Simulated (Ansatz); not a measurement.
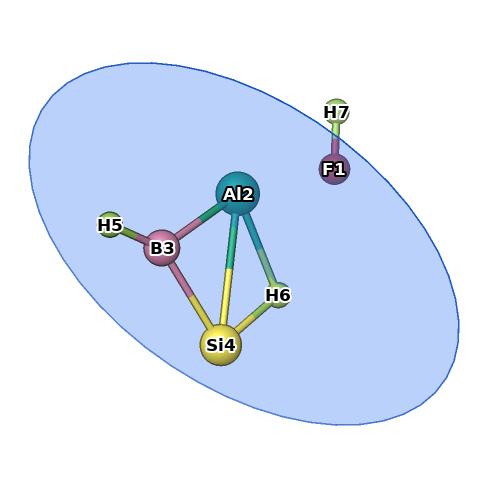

A disc through the centre of mass is drawn in. Depth is shown by fading: the farther an atom, the more it takes the colour of the background. Computed geometry: PBE0-D4/def2-TZVP optimisation. No frequency run is at hand to confirm it as a minimum.

Is the plane of the disc a mirror plane of the structure?

No. The point group is Cs, with 1 mirror plane, and this plane isn't one of its mirror planes.
